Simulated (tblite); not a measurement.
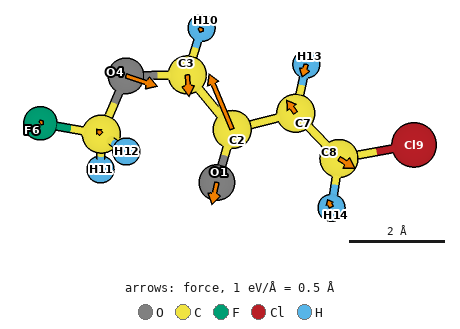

Starting geometry of C$_{5}$H$_{5}$ClFO$_{2}$ (multiplicity 2) with the computed forces as orange arrows. The picture is a ball-and-stick view, seen at a tilt.

All numbers below come from GFN2-xTB geometry optimisation, gas phase in tblite. 

**Is this structure relaxed? If not, where do the atoms go?**

It isn't relaxed: the largest force vector, on a C atom, is 2.61 eV/Å. The final displacements follow the starting forces only in part (cosine between the two patterns 0.49). The atom that moves furthest after the best rigid fit is the F atom (0.082 Å). Largest moves by element: F 0.082 Å, O 0.081 Å, H 0.073 Å, C 0.042 Å, Cl 0.015 Å. Near-neighbour distances that change, for instance: C–C 1.495 → 1.422 Å, C–O 1.367 → 1.328 Å, C–O 1.216 → 1.243 Å, C–H 1.097 → 1.078 Å. Bond angles that change, for instance: C–C–H 125.2° → 121.2°, C–O–C 117.6° → 120.6°, Cl–C–H 112.3° → 115.2°. Over 20 geometry steps the energy falls by 15.0 kJ/mol.
